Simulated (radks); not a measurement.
**Si: atomic calculation**

Atomic silicon (Si) in the configuration [Ne] 3s2 3p2 (3p1/2: 2). Computed at this level: Dirac Kohn-Sham, BLYP, spin-unpolarised, spherical densities, point nucleus (the in-house radial solver radks).

Summary:

| quantity | value |
| --- | --- |
| outcome | converged |
| total energy | −290.001530 hartree |
| kinetic energy | 290.875104 hartree |
| electron–nucleus energy | −692.299415 hartree |
| Hartree energy | 132.241319 hartree |
| exchange–correlation energy | −20.818539 hartree |
| radius at density 0.001 e/bohr³ | 4.45 bohr |
| SCF iterations | 13 |
| hardware | 1 CPU thread, shared host |

Input:
```
Z 14
configuration [Ne] 3s2 3p2
relativity Dirac
functional b88,lyp
spin unpolarised
j_filling energy
nucleus point
c 137.035999084
```

Energies in input and log are in hartree, lengths in bohr.

Log:
```
1s1/2   1   2.0000         -65.67221299
2s1/2   1   2.0000          -5.11753824
2p1/2   1   2.0000          -3.52610695
2p3/2   1   4.0000          -3.50224160
3s1/2   1   2.0000          -0.39201685
3p1/2   1   2.0000          -0.14467258
3p3/2   1   0.0000          -0.14348766
Etot -290.0015304658801
Ekin 290.87510444256424
Encl -692.2994150358988
Eh 132.2413190751202
Exc -20.81853894766565
err 1.0699867233827355e-09
it 13
```

Orbitals:

```csv
orbital,occupation,energy (eV),⟨r⟩ (bohr),outer maximum (bohr)
1s,2,−1787.0,0.1113,0.0726
2s,2,−139.255,0.5686,0.454
2p1/2,2,−95.950,0.5364,0.386
2p3/2,4,−95.301,0.5386,0.388
3s,2,−10.667,2.154,1.77
3p1/2,2,−3.937,2.811,2.14
3p3/2,0,−3.904,2.821,2.14
```

Slater integrals of the outer shells (hartree):

| integral | value |
| --- | --- |
| F0(3p1/2,3p1/2) | 0.3243 |
| F2(3p1/2,3p1/2) | 0.1591 |
| F0(3p1/2,3s1/2) | 0.3636 |
| G1(3p1/2,3s1/2) | 0.2288 |
| F0(3p1/2,2p3/2) | 0.4517 |
| F2(3p1/2,2p3/2) | 0.0606 |
| G0(3p1/2,2p3/2) | 0.0237 |
| G2(3p1/2,2p3/2) | 0.0229 |

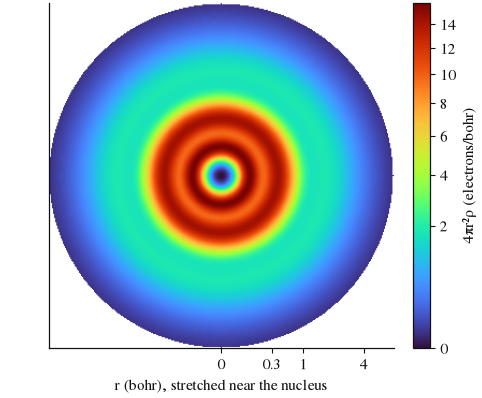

Fig. 1: The radial density 4πr²ρ as a disc about the nucleus, with the radius drawn as r to the power 0.4. There are 3 maxima, at r = 0.0747, 0.404 and 1.82 bohr, parted by minima at 0.195 and 1.37 bohr, inside which lie 2.2 and 10.4 electrons.

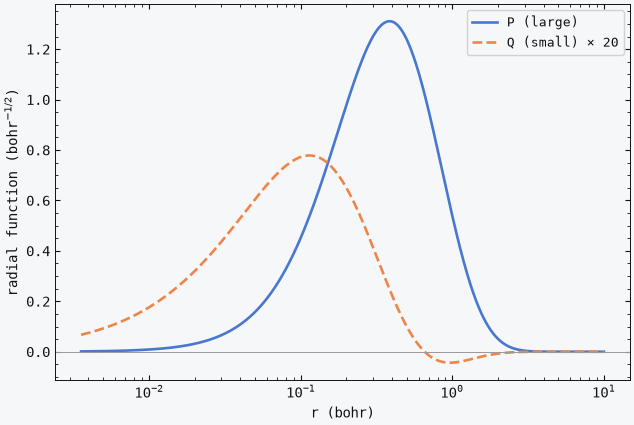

Fig. 2: The large and small radial components of the 2p1/2 spinor. The spinor has κ = 1: the large component has l = 1 and 0 radial nodes, the small one has l = 0. The small component carries 0.033 % of the norm; ⟨r⟩ = 0.536 bohr and the eigenvalue is −96.0 eV.

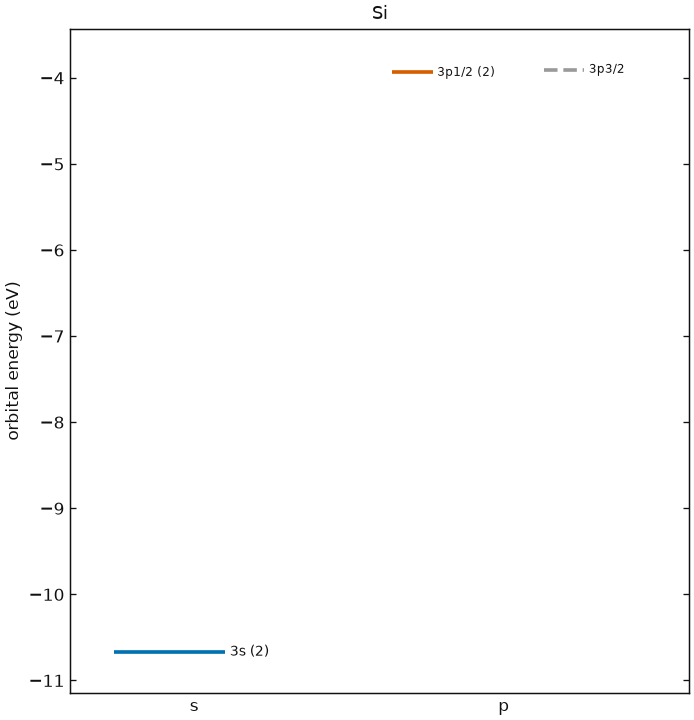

Fig. 3: The outer levels are drawn (occupations in brackets, the lower j at the left of each column, empty levels dashed). The highest occupied level is 3p1/2 at −3.94 eV. From the top down the occupied levels run 3p1/2 (−3.94 eV), 3s (−10.7 eV). The lowest empty level drawn is 3p3/2 at −3.90 eV. Spin-orbit splittings: 3p 0.0322 eV.
